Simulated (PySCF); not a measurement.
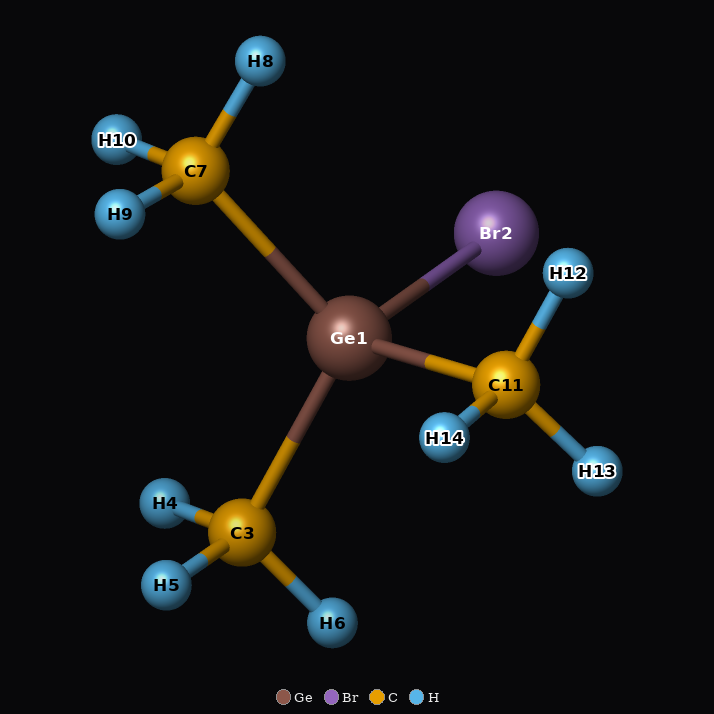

The geometry was computed by an optimisation with PBE0-D3(BJ)/def2-SVP. No frequency run is at hand to confirm it as a minimum. Properties computed with delta-SCF UKS SCAN, pcX-2 on the ionised atom (unc-x2c-TZVPall on a metal), pcseg-1 elsewhere, spin-free X2C (PySCF 2.14.0).

Give the core-electron binding energies (to vacuum) of C3 1s.

```
atom  level  binding energy (eV)
  C3     1s                290.3
```
